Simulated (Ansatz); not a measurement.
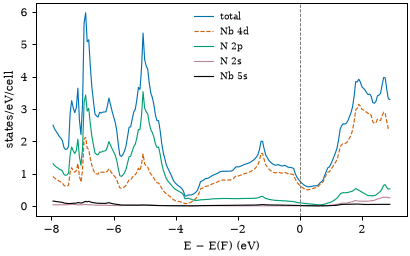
Fig. 1. Total and projected density of states of NbN (NiAs type, P6_3/mmc), plane-wave PAW LDA (Ansatz code)

Q: Which orbitals carry the states next to the Fermi level?

A: Within 0.5 eV of the Fermi level: Nb 4d 84 %, N 2p 12 %. Projections are on Löwdin-orthogonalised atomic valence shells; empty p or d shells of many metals are not among them.

Q: Where is the tallest occupied peak in this window, and what makes it?

A: Near -6.9 eV, about 6.0 states/eV per cell; the largest projected share is N 2p.

The workflow started from a Materials Project entry (that database holds measured and hypothetical structures alike); the Crystallography Open Database files this formula in space group No. 194, but the cells were not matched. It is not the phase usual at ambient conditions (space group No. 225). The cell was relaxed with LDA under the symmetry of its start; of distortions, only those at the zone centre were tested. The run is not spin-polarised. Spin–orbit coupling is left out wherever it is not named.

Potentials: the later of the program's two PAW sets.
